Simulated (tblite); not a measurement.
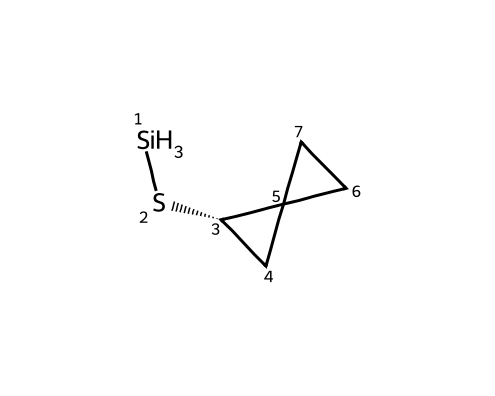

A structural formula, with wedges where it has stereocentres; small numbers name the atoms. The configuration is that of a computed structure (GFN2-xTB).

**Assign CIP descriptors.**

C3: S.

**Give a SMILES with the stereochemistry.**

[SiH3]S[C@H]1CC12CC2
